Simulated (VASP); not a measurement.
# Driving VASP from ASE on Zr (Zirconium), part 2 of 3

Do ASE scripts that read Zr (Zirconium) from different structure formats give one answer, and do several routes find one equilibrium volume? All runs use LDA. Left out of this account: 1 further run (self-consistent run: a reference on another mesh). The start is a cell from a database of measured crystal structures.

VASP 6.6.1; LDA; plane waves and PAW (Zr_sv).

So far. Step 2 (Total energy, forces and stress (LDA, through ASE)): The pressure is -6.18 GPa and the largest force 0.000 eV/Å, so the cell is not at a minimum at these settings. Step 3 (A single point (LDA, through ASE)): The energy lies -2.90 meV an atom from the first script, on another mesh.

### 4. Full relaxation (LDA, through ASE)

The start need not lie at this functional's minimum. ISIF = 3 frees volume, shape and positions, and EDIFFG sets the threshold on forces and stress at which the search stops.

File run.py:

```python
import numpy as np
from ase.calculators.vasp import Vasp
from ase import Atoms

atoms = Atoms(['Zr', 'Zr'],
              cell=[[3.232, 0.0, 0.0], [-1.616, 2.7989941, 0.0], [0.0, 0.0, 5.147]],
              scaled_positions=[[0.33333333, 0.66666667, 0.25], [0.66666667, 0.33333333, 0.75]],
              pbc=True)

calc = Vasp(
    xc='lda',
    pp='LDA',
    prec='Accurate',
    encut=400,
    ediff=1e-06,
    nelm=100,
    ismear=-1,
    sigma=0.05,
    lreal=False,
    algo='Normal',
    nbands=18,
    lasph=True,
    lorbit=11,
    lwave=False,
    lcharg=False,
    kpar=2,
    ibrion=2,
    nsw=60,
    isif=3,
    ediffg=-0.01,
    pp_version='64',
    setups={'Zr': '_sv'},
    kpts=(14, 14, 8),
    gamma=True,
    txt='vasp.out',
)
atoms.calc = calc

print("energy (eV):", round(atoms.get_potential_energy(), 6))
print("Fermi level (eV):", round(calc.get_fermi_level(), 4))
print("forces (eV/A):")
print(np.round(atoms.get_forces(), 4))
print("stress (GPa, Voigt, tension positive):", np.round(atoms.get_stress() * 160.21766, 3))
print("cell (A, degrees):", np.round(atoms.cell.cellpar(), 4))
print("volume (A^3):", round(atoms.get_volume(), 4))
print("positions:")
print(np.round(atoms.get_scaled_positions(), 5))
```

Potentials, in the order of the species: Zr_sv (LDA family, release 64).

On the command line:

```console
> export ASE_VASP_COMMAND="mpirun -np 2 vasp_std"
> python run.py
```

The log of the run:

```text
energy (eV): -18.584534
Fermi level (eV): 9.5687
forces (eV/A):
[[-0.  0. -0.]
 [ 0. -0.  0.]]
stress (GPa, Voigt, tension positive): [-0.022 -0.022 -0.062 -0.    -0.    -0.   ]
cell (A, degrees): [  3.1425   3.1425   5.0916  90.      90.     120.    ]
volume (A^3): 43.544
positions:
[[0.33333 0.66667 0.25   ]
 [0.66667 0.33333 0.75   ]]
```

Elapsed: 4 min, on 2 MPI ranks of AMD EPYC 7R43, shared host; peak memory 0.29 GiB; 7.5 min of CPU time.

The INCAR that ASE wrote:

```
ENCUT = 400.000000
SIGMA = 0.050000
EDIFF = 1.00e-06
EDIFFG = -1.00e-02
ALGO = Normal
PREC = Accurate
IBRION = 2
ISIF = 3
ISMEAR = -1
KPAR = 2
LORBIT = 11
NBANDS = 18
NELM = 100
NSW = 60
LASPH = .TRUE.
LCHARG = .FALSE.
LWAVE = .FALSE.
LREAL = .FALSE.
```

ASE turned this into the KPOINTS:

```
KPOINTS created by Atomic Simulation Environment
0
Gamma
14 14 8
0 0 0
```

vasp.out:

```text
[... set-up lines as in an earlier step ...]
 entering main loop
       N       E                     dE             d eps       ncg     rms          rms(c)
[... 11 cycles as in an earlier step ...]
   1 F= -.18532380E+02 E0= -.18522922E+02  d E =-.185324E+02
 curvature:   0.00 expect dE= 0.000E+00 dE for cont linesearch  0.000E+00
 trial: gam= 0.00000 g(F)=  0.197E-43 g(S)=  0.234E+00 ort = 0.000E+00 (trialstep = 0.100E+01)
 search vector abs. value=  0.234E+00
 bond charge predicted
       N       E                     dE             d eps       ncg     rms          rms(c)
DAV:   1    -0.223026004259E+02   -0.37702E+01   -0.12028E+02  5056   0.102E+02    0.221E+01
DAV:   2    -0.189186925966E+02    0.33839E+01   -0.88910E+00  4480   0.264E+01    0.563E+00
DAV:   3    -0.183604914089E+02    0.55820E+00   -0.37180E+00  6134   0.132E+01    0.411E+00
DAV:   4    -0.184618394986E+02   -0.10135E+00   -0.29629E-01  6188   0.208E+00    0.162E+00
DAV:   5    -0.185270279038E+02   -0.65188E-01   -0.26191E-01  6364   0.262E+00    0.486E-01
DAV:   6    -0.185254169607E+02    0.16109E-02   -0.89732E-03  5902   0.704E-01    0.176E-01
DAV:   7    -0.185255593957E+02   -0.14243E-03   -0.94438E-04  6434   0.262E-01    0.398E-02
DAV:   8    -0.185255448132E+02    0.14583E-04   -0.23304E-05  4690   0.540E-02    0.708E-03
DAV:   9    -0.185255491517E+02   -0.43385E-05   -0.91696E-06  6262   0.168E-02    0.482E-04
DAV:  10    -0.185255491968E+02   -0.45119E-07   -0.13795E-07  2368   0.301E-03
   2 F= -.18525549E+02 E0= -.18516888E+02  d E =0.683068E-02
[...]
3 F= -.18592142E+02 E0= -.18582813E+02  d E =-.597618E-01
[...]
4 F= -.18592146E+02 E0= -.18582826E+02  d E =-.597666E-01
[...]
5 F= -.18593430E+02 E0= -.18584077E+02  d E =-.128312E-02
[...]
6 F= -.18593863E+02 E0= -.18584514E+02  d E =-.171657E-02
 curvature:  -0.88 expect dE=-0.164E-04 dE for cont linesearch -0.108E-04
 ZBRENT: extrapolating
 opt :   1.8185  next Energy=   -18.593875 (dE=-0.173E-02)
 bond charge predicted
       N       E                     dE             d eps       ncg     rms          rms(c)
DAV:   1    -0.185940732934E+02   -0.21072E-03   -0.11021E-02  4320   0.901E-01    0.782E-02
DAV:   2    -0.185939189273E+02    0.15437E-03   -0.35052E-04  4666   0.136E-01    0.352E-02
DAV:   3    -0.185938787698E+02    0.40158E-04   -0.14507E-04  5364   0.795E-02    0.606E-03
DAV:   4    -0.185938790148E+02   -0.24507E-06   -0.22193E-06  3784   0.134E-02
   7 F= -.18593879E+02 E0= -.18584534E+02  d E =-.173257E-02
 curvature:  -0.96 expect dE=-0.821E-05 dE for cont linesearch -0.154E-05
 trial: gam=-0.03481 g(F)=  0.846E-43 g(S)=  0.858E-05 ort = 0.558E-04 (trialstep = 0.108E+01)
 search vector abs. value=  0.704E-05
 reached required accuracy - stopping structural energy minimisation
```

OUTCAR, selected parts (step 4):

```text
 Found    120 irreducible k-points:

   NELECT =      24.0000    total number of electrons

 E-fermi :   9.5687

 k-point     1 :       0.0000    0.0000    0.0000
  band No.  band energies     occupation
    ...
      6     -16.4339      2.00000
      7     -16.4117      2.00000
      8     -16.4117      2.00000
      9       3.8230      2.00000
     10       6.3388      2.00000
     11      10.4158      0.00000
     12      10.4289      0.00000
     13      10.4289      0.00000
     14      10.9519      0.00000
     15      11.1442      0.00000
    ...

 k-point     2 :       0.0714    0.0000    0.0000
  band No.  band energies     occupation
    ...
      6     -16.4598      2.00000
      7     -16.4414      2.00000
      8     -16.4180      2.00000
      9       3.9807      2.00000
     10       6.4867      2.00000
     11       9.9985      0.00037
     12      10.5759      0.00000
     13      10.6100      0.00000
     14      10.7591      0.00000
     15      11.0064      0.00000
    ...

  Total        0.0059338      0.0059338      0.0168952      0.0000000     -0.0000000      0.0000000
  in kB        0.2183295      0.2183295      0.6216508      0.0000000     -0.0000000      0.0000000
  external PRESSURE =       0.3527699 kB  Pullay stress =       0.0000000 kB

  energy-cutoff  :      400.00
  volume of cell :       43.54
      direct lattice vectors                 reciprocal lattice vectors
     3.142462517 -0.000000000  0.000000000     0.318221775  0.183725428  0.000000000
    -1.571231259  2.721452366 -0.000000000     0.000000000  0.367450855  0.000000000
     0.000000000 -0.000000000  5.091637873    -0.000000000  0.000000000  0.196400456

 POSITION                                       TOTAL-FORCE (eV/Angst)
 -----------------------------------------------------------------------------------
     -0.00000      1.81430      1.27291        -0.000000      0.000000     -0.000000
      1.57123      0.90715      3.81873         0.000000     -0.000000      0.000000
 -----------------------------------------------------------------------------------
    total drift:                               -0.000010      0.000006     -0.000000

  FREE ENERGIE OF THE ION-ELECTRON SYSTEM (eV)
  ---------------------------------------------------
  free  energy   TOTEN  =       -18.5938790148 eV

  energy  without entropy=      -18.5751892313  energy(sigma->0) =      -18.58453412

 reached required accuracy - stopping structural energy minimisation

 total charge
# of ion       s       p       d       tot
------------------------------------------
    1        2.249   5.958   1.724   9.931
    2        2.249   5.958   1.724   9.931
--------------------------------------------------
tot          4.497  11.916   3.448  19.861

[... 8 parts as in an earlier step ...]

[... 5 further parts left out ...]
```

CONTCAR:

```
Zr
   1.00000000000000
     3.1424625172503733   -0.0000000000000000    0.0000000000000000
    -1.5712312586251866    2.7214523657630174   -0.0000000000000000
     0.0000000000000000   -0.0000000000000000    5.0916378727719636
  Zr
     2
Direct
     0.3333333300000021    0.6666666699999979    0.2500000000000000
     0.6666666699999979    0.3333333300000021    0.7500000000000000
```

The run keeps the 24 symmetry operations of its start, so it cannot find a distortion of lower symmetry.

The steps of the relaxation:

| step | energy less that of the first step (eV) | largest force (eV/Å) | pressure (GPa) | volume (Å³) |
| --- | --- | --- | --- | --- |
| 1 | 0.0000 | 0.0000 | -6.18 | 46.56 |
| 2 | 0.0068 | 0.0000 | 7.87 | 40.76 |
| 3 | -0.0598 | 0.0000 | -0.05 | 43.65 |
| 4 | -0.0598 | 0.0000 | 0.08 | 43.59 |
| 5 | -0.0611 | 0.0000 | 0.05 | 43.57 |
| 6 | -0.0615 | 0.0000 | 0.03 | 43.55 |
| 7 | -0.0615 | 0.0000 | 0.04 | 43.54 |

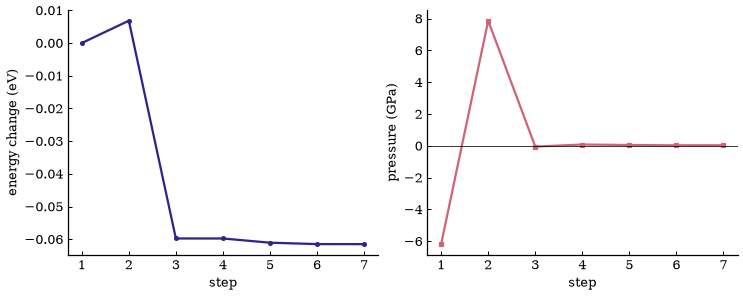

Energy and pressure along the relaxation.

| conventional cell, symmetrised | before | after | change |
| --- | --- | --- | --- |
| a (Å) | 3.232 | 3.142 | -2.8 % |
| b (Å) | 3.232 | 3.142 | -2.8 % |
| c (Å) | 5.147 | 5.092 | -1.1 % |
| volume (Å³/atom) | 23.28 | 21.77 | -6.5 % |

Final coordinates:

```
Zr
1.0
     3.14246    0.00000    0.00000
    -1.57123    2.72145    0.00000
     0.00000    0.00000    5.09164
Zr
2
Direct
  0.33333 0.66667 0.25000
  0.66667 0.33333 0.75000
```

Numbers from this step:

* irreducible k-points: 120
* free energy (TOTEN): -18.59 eV
* energy at zero smearing: -18.58 eV
* Fermi energy: 9.569 eV
* pressure: 0.03528 GPa
* SCF cycles over all ionic steps: 50

It ends with forces that vanish by symmetry and a pressure of 0.04 GPa.

### 5. Equation of state by an ASE loop (LDA)

An ASE loop scales the volume and fits the energies, which gives the bulk modulus from energies alone.

File run.py:

```python
import numpy as np
from ase.calculators.vasp import Vasp
from ase.io import read
from ase.eos import EquationOfState
from ase.units import GPa

atoms = read('structure.vasp')

calc = Vasp(
    xc='lda',
    pp='LDA',
    prec='Accurate',
    encut=400,
    ediff=1e-06,
    nelm=100,
    ismear=-1,
    sigma=0.05,
    lreal=False,
    algo='Normal',
    nbands=18,
    lasph=True,
    lorbit=11,
    lwave=False,
    lcharg=False,
    kpar=2,
    isif=2,
    pp_version='64',
    setups={'Zr': '_sv'},
    kpts=(14, 14, 8),
    gamma=True,
    txt='vasp.out',
)
atoms.calc = calc

cell, volumes, energies = atoms.get_cell(), [], []
for x in [0.94, 0.96, 0.98, 1.0, 1.02, 1.04, 1.06]:
    atoms.set_cell(cell * x ** (1 / 3), scale_atoms=True)
    volumes.append(atoms.get_volume())
    energies.append(atoms.get_potential_energy())
    print(f"{x:.2f}  V = {volumes[-1]:.4f} A^3  E = {energies[-1]:.6f} eV")
v0, e0, b0 = EquationOfState(volumes, energies, eos="birchmurnaghan").fit()
print(f"V0 = {v0:.4f} A^3  E0 = {e0:.6f} eV  B0 = {b0 / GPa:.2f} GPa")
```

File structure.vasp:

```
Zr
1.0
    3.2320000000      0.0000000000      0.0000000000
   -1.6160000000      2.7989941050      0.0000000000
    0.0000000000      0.0000000000      5.1470000000
Zr
2
Direct
    0.3333333333      0.6666666667      0.2500000000
    0.6666666667      0.3333333333      0.7500000000
```

The log of the run:

```text
<dir> UserWarning: The minimum volume of your fit is not in your volumes.  You may not have a minimum in your dataset!
  warnings.warn(
0.94  V = 43.7679 A^3  E = -18.578308 eV
0.96  V = 44.6991 A^3  E = -18.571127 eV
0.98  V = 45.6303 A^3  E = -18.552327 eV
1.00  V = 46.5616 A^3  E = -18.522922 eV
1.02  V = 47.4928 A^3  E = -18.483806 eV
1.04  V = 48.4240 A^3  E = -18.435786 eV
1.06  V = 49.3553 A^3  E = -18.379642 eV
V0 = 43.6921 A^3  E0 = -18.578351 eV  B0 = 103.05 GPa
```

Wall time 6.6 min (2 MPI ranks); peak memory 0.28 GiB; 12 min of CPU time.

The INCAR that ASE wrote:

```
ENCUT = 400.000000
SIGMA = 0.050000
EDIFF = 1.00e-06
ALGO = Normal
PREC = Accurate
ISIF = 2
ISMEAR = -1
KPAR = 2
LORBIT = 11
NBANDS = 18
NELM = 100
LASPH = .TRUE.
LCHARG = .FALSE.
LWAVE = .FALSE.
LREAL = .FALSE.
```

The KPOINTS that ASE wrote:

```
KPOINTS created by Atomic Simulation Environment
0
Gamma
14 14 8
0 0 0
```

VASP's own log, vasp.out (the last of its runs):

```text
[banner, memory and clock lines left out]
running    2 mpi-ranks, on    1 nodes
 distrk:  each k-point on    1 cores,    2 groups
 distr:  one band on    1 cores,    1 groups

 POSCAR found type information on POSCAR Zr
 POSCAR found :  1 types and       2 ions
 LDA part: xc-table for (Slater(with rela. corr.)+CA(PZ))
 , standard interpolation
 POSCAR, INCAR and KPOINTS ok, starting setup
 FFT: planning ... GRIDC
 FFT: planning ... GRID_SOFT
 FFT: planning ... GRID
 WAVECAR not read
 WARNING: random wavefunctions but no delay for mixing, default for NELMDL
 entering main loop
       N       E                     dE             d eps       ncg     rms          rms(c)
DAV:   1     0.176491791830E+03    0.17649E+03   -0.11810E+04  4360   0.109E+03
DAV:   2    -0.543956471285E+01   -0.18193E+03   -0.17932E+03  5168   0.340E+02
DAV:   3    -0.189684995949E+02   -0.13529E+02   -0.13408E+02  7798   0.635E+01
DAV:   4    -0.192622685692E+02   -0.29377E+00   -0.29340E+00  5122   0.101E+01
DAV:   5    -0.192716872431E+02   -0.94187E-02   -0.94143E-02  6442   0.122E+00    0.130E+01
DAV:   6    -0.185390315020E+02    0.73266E+00   -0.11242E+00  4646   0.773E+00    0.485E+00
DAV:   7    -0.183889160740E+02    0.15012E+00   -0.65148E-01  6300   0.496E+00    0.108E+00
DAV:   8    -0.183887942068E+02    0.12187E-03   -0.27760E-02  6222   0.134E+00    0.291E-01
DAV:   9    -0.183889390833E+02   -0.14488E-03   -0.19991E-03  5422   0.364E-01    0.265E-02
DAV:  10    -0.183889303745E+02    0.87088E-05   -0.61931E-05  5948   0.400E-02    0.221E-02
DAV:  11    -0.183889320093E+02   -0.16348E-05   -0.65785E-06  4852   0.289E-02    0.136E-03
DAV:  12    -0.183889319645E+02    0.44798E-07   -0.26978E-07  2660   0.413E-03
   1 F= -.18388932E+02 E0= -.18379642E+02  d E =-.185802E-01
```

Parts of OUTCAR (step 5):

```text
   ENCUT  =  400.0 eV  29.40 Ry    5.42 a.u.   5.37  5.37  8.56*2*pi/ulx,y,z

   NELECT =      24.0000    total number of electrons

 E-fermi :   8.1654

 k-point     1 :       0.0000    0.0000    0.0000
  band No.  band energies     occupation
    ...
      6     -18.2494      2.00000
      7     -18.2396      2.00000
      8     -18.2396      2.00000
      9       2.6379      2.00000
     10       5.2747      2.00000
     11       8.9724      0.00000
     12       8.9724      0.00000
     13       9.1113      0.00000
     14       9.2106      0.00000
     15       9.6079      0.00000
    ...

  Total       -3.2665590     -3.2665590     -3.2395276      0.0000000      0.0000000      0.0000000
  in kB     -106.0395113   -106.0395113   -105.1620137      0.0000000      0.0000000      0.0000000
  external PRESSURE =    -105.7470121 kB  Pullay stress =       0.0000000 kB

 POSITION                                       TOTAL-FORCE (eV/Angst)
 -----------------------------------------------------------------------------------
     -0.00000      1.90259      1.31199         0.000000     -0.000000      0.000000
      1.64769      0.95130      3.93596        -0.000000      0.000000      0.000000
 -----------------------------------------------------------------------------------
    total drift:                                0.000000     -0.000000      0.000000

  FREE ENERGIE OF THE ION-ELECTRON SYSTEM (eV)
  ---------------------------------------------------
  free  energy   TOTEN  =       -18.3889319645 eV

  energy  without entropy=      -18.3703517452  energy(sigma->0) =      -18.37964185

[... 4 parts as in an earlier step ...]

[... 12 further parts left out ...]
```

The minimum lies outside the volumes of the loop, so the fit is an extrapolation and is not used; the loop should be centred on a relaxed cell.

### 6. Relaxation driven by ASE (LDA)

Here ASE drives the relaxation and calls VASP for forces and stress at each step.

File run.py:

```python
import numpy as np
from ase.calculators.vasp import Vasp
from ase import Atoms
from ase.optimize import BFGS
from ase.filters import FrechetCellFilter

atoms = Atoms(['Zr', 'Zr'],
              cell=[[3.232, 0.0, 0.0], [-1.616, 2.7989941, 0.0], [0.0, 0.0, 5.147]],
              scaled_positions=[[0.33333333, 0.66666667, 0.25], [0.66666667, 0.33333333, 0.75]],
              pbc=True)

calc = Vasp(
    xc='lda',
    pp='LDA',
    prec='Accurate',
    encut=400,
    ediff=1e-06,
    nelm=100,
    ismear=-1,
    sigma=0.05,
    lreal=False,
    algo='Normal',
    nbands=18,
    lasph=True,
    lorbit=11,
    lwave=False,
    lcharg=False,
    kpar=2,
    isif=2,
    pp_version='64',
    setups={'Zr': '_sv'},
    kpts=(14, 14, 8),
    gamma=True,
    txt='vasp.out',
)
atoms.calc = calc

BFGS(FrechetCellFilter(atoms)).run(fmax=0.02, steps=30)
print("cell (A, degrees):", np.round(atoms.cell.cellpar(), 4))
print("volume (A^3):", round(atoms.get_volume(), 4))
print("energy (eV):", round(atoms.get_potential_energy(), 6))
print("Fermi level (eV):", round(calc.get_fermi_level(), 4))
print("forces (eV/A):")
print(np.round(atoms.get_forces(), 4))
print("stress (GPa, Voigt, tension positive):", np.round(atoms.get_stress() * 160.21766, 3))
```

The log of the run:

```text
Step     Time          Energy          fmax
BFGS:    0 --:--:--      -18.532380        0.927298
BFGS:    1 --:--:--      -18.560749        0.681323
BFGS:    2 --:--:--      -18.588070        0.141098
BFGS:    3 --:--:--      -18.588495        0.103941
BFGS:    4 --:--:--      -18.589375        0.066198
BFGS:    5 --:--:--      -18.589805        0.049127
BFGS:    6 --:--:--      -18.589855        0.016061
cell (A, degrees): [  3.1416   3.1416   5.0952  90.      90.     120.    ]
volume (A^3): 43.5504
energy (eV): -18.580511
Fermi level (eV): 9.5667
forces (eV/A):
[[-0. -0.  0.]
 [ 0.  0.  0.]]
stress (GPa, Voigt, tension positive): [ 0.115  0.115  0.118 -0.    -0.    -0.   ]
```

Run time: 6.8 min. Hardware: 2 MPI ranks; peak memory 0.24 GiB; 13 min of CPU time.

ASE turned this into the INCAR:

```
ENCUT = 400.000000
SIGMA = 0.050000
EDIFF = 1.00e-06
ALGO = Normal
PREC = Accurate
ISIF = 2
ISMEAR = -1
KPAR = 2
LORBIT = 11
NBANDS = 18
NELM = 100
LASPH = .TRUE.
LCHARG = .FALSE.
LWAVE = .FALSE.
LREAL = .FALSE.
```

The KPOINTS that ASE wrote:

```
KPOINTS created by Atomic Simulation Environment
0
Gamma
14 14 8
0 0 0
```

VASP's own log, vasp.out (the last of its runs):

```text
[... set-up lines as in an earlier step ...]
 entering main loop
       N       E                     dE             d eps       ncg     rms          rms(c)
DAV:   1     0.181465015838E+03    0.18147E+03   -0.11869E+04  4352   0.110E+03
DAV:   2    -0.524322197053E+01   -0.18671E+03   -0.18367E+03  5114   0.346E+02
DAV:   3    -0.189897180267E+02   -0.13746E+02   -0.13632E+02  7790   0.661E+01
DAV:   4    -0.192740100565E+02   -0.28429E+00   -0.28391E+00  5002   0.101E+01
DAV:   5    -0.192820993742E+02   -0.80893E-02   -0.80865E-02  6258   0.120E+00    0.164E+01
DAV:   6    -0.187004030417E+02    0.58170E+00   -0.87015E-01  4686   0.726E+00    0.669E+00
DAV:   7    -0.185868970542E+02    0.11351E+00   -0.56915E-01  6250   0.497E+00    0.107E+00
DAV:   8    -0.185896562549E+02   -0.27592E-02   -0.32698E-02  5778   0.147E+00    0.255E-01
DAV:   9    -0.185898688683E+02   -0.21261E-03   -0.10793E-03  5330   0.298E-01    0.346E-02
DAV:  10    -0.185898545144E+02    0.14354E-04   -0.34017E-05  6008   0.399E-02    0.233E-02
DAV:  11    -0.185898547755E+02   -0.26110E-06   -0.70375E-06  4704   0.306E-02
   1 F= -.18589855E+02 E0= -.18580511E+02  d E =-.186879E-01
```

(Part 2 of 3 ends here.)

[Lines on the potential files, build, host, timing and source positions are cut from VASP's logs without a mark.]

[Logs are printed without paths, hosts, clocks, repeated set-up lines and the standing remarks that a program may print on its own settings, such as how far it seeks lower states.]

[Hosts, paths, dates, database ids (printed as entryN), source tags and the programs' standing remarks are cut or masked in the printed files.]

[A measured line is paired with the nearest computed mode of its activity, which favours agreement.]
